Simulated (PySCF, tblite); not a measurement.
**C₈H₈Cl radical: geometry, infrared bands and EPR parameters**

What infrared bands and EPR parameters should C₈H₈Cl radical (`CC#CC1=CC[C](Cl)C1`) show?

Computed with tblite 0.8.0 and PySCF 2.14.0, with density-fitted response routines of our own, on a single molecule in the gas phase. Atoms count from 0, in the outputs and in this text.

**1. The molecule as given**

17 atoms, charge 0, multiplicity 2; geometry from: force field or distance geometry start.

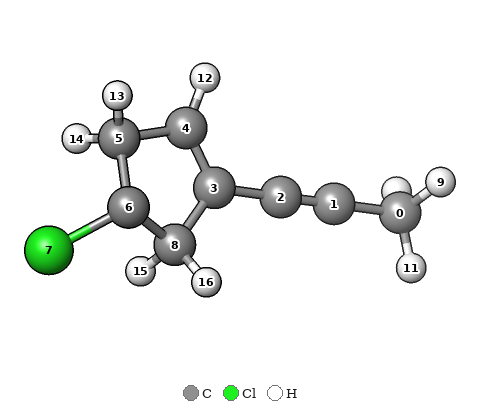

The starting geometry (carbon grey, chlorine green, hydrogen white), atoms numbered; sticks join atoms by distance.

**2. Optimising the geometry with GFN2-xTB**

The job: settings as JSON, then the geometry in Å.

```
{"job": {"kind": "relax", "xc": "GFN2-xTB", "basis": "xTB"}, "charge": 0, "multiplicity": 2}
C      3.704200    -0.735400    -0.253500
C      2.275200    -0.427700    -0.034700
C      1.120100    -0.187000     0.147200
C     -0.299800     0.127300     0.329500
C     -0.769000     1.334200     0.255300
C     -2.255600     1.271200     0.502700
C     -2.438500    -0.032600     1.264800
Cl    -3.957600    -0.755800     0.749700
C     -1.315900    -0.884200     0.649400
H      4.312400    -0.164600     0.500300
H      4.025800    -0.390200    -1.262700
H      3.816300    -1.822000    -0.152100
H     -0.229300     2.260300     0.038700
H     -2.461200     2.148900     1.145800
H     -2.786000     1.282100    -0.448700
H     -1.743200    -1.395900    -0.235600
H     -1.004800    -1.616400     1.443500
```

On the command line:

```console
OMP_NUM_THREADS=1 python probes_run.py task.json out
```

This one command runs all jobs of the session in turn.

**Question.** This job is followed by: GFN2-xTB harmonic vibrations, gas phase; UKS B3LYP, pcH-1 on C Cl H, non-relativistic, mean-field spin-orbit, GIAO. Predict these results of the whole session: strongest single infrared mode (GFN2-xTB); zero-point energy (GFN2-xTB); g(iso) (B3LYP); ⟨S²⟩; largest a(iso) (averaged by class); surface potential, least and greatest.

As calculated:

| quantity | value |
| --- | --- |
| strongest single infrared mode (GFN2-xTB) | 2371 cm⁻¹, 62 km/mol |
| zero-point energy (GFN2-xTB) | 79.9 kcal/mol |
| g(iso) (B3LYP) | 2.00527 |
| ⟨S²⟩ | 0.754 (exact 0.75) |
| largest a(iso) (averaged by class) | 13C on C6, 135.1 MHz |
| surface potential, least and greatest | -0.73 V and 0.91 V |

In words: Over 66 steps the energy fell by 0.993 eV; of the close pairs, C2–C3 changed most, 1.466 to 1.406 Å. The lowest mode is imaginary (29i cm⁻¹), so the xTB geometry is not a minimum. The strongest single mode, at 2371 cm⁻¹, moves mainly C1 and C2. Unscaled tight-binding wavenumbers are off by several per cent, some by more. Its intensities can rank the bands wrongly. Most of the unpaired spin sits on C6 (0.90 e). The isotropic g lies 3.0 ppt above the free-electron value.
